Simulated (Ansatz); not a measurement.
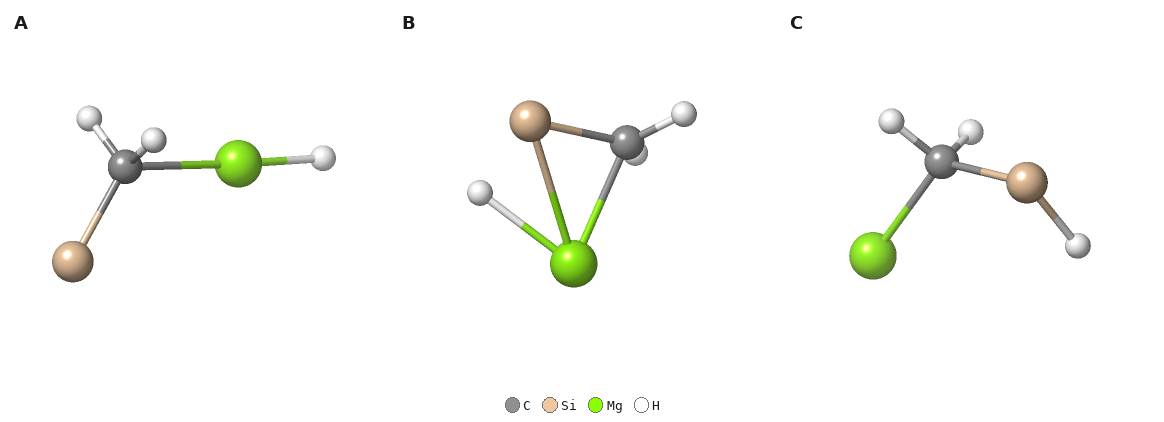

3 stationary structures of one formula. Charge +1, singlet. Geometries: PBE-D4/def2-SVP. Electronic energies: PBE-D4/def2-SVP (Ansatz 0.2.0), without zero-point energy. No frequency run is at hand to confirm each as a minimum.

Question: Which is lowest in energy, and by how much?

Answer: A is lowest (Cs); B lies 4.1 kJ/mol above it (C1), C lies 10.1 kJ/mol above it (C1).
